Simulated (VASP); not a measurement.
Band structure of TiSe (relaxed from the zinc blende structure, space group F-43m). Method: PBE GGA, VASP's PBE PAW potentials (set 64) (plane waves; VASP).

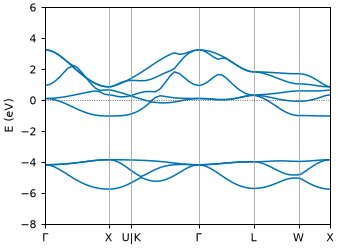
Figure: Bands along high-symmetry lines, zero at the valence-band maximum or, without a gap, the Fermi level

Problem. Read the plot: is there a gap, and where are the band edges?

Solution. It has no gap at this level: it comes out as a metal or semimetal. (Edges off the drawn lines would not show.)

The structure was generated: TiSe was put into the zinc blende type (F-43m), which need not be its known phase. It was relaxed first, which changed the volume by -30 %.
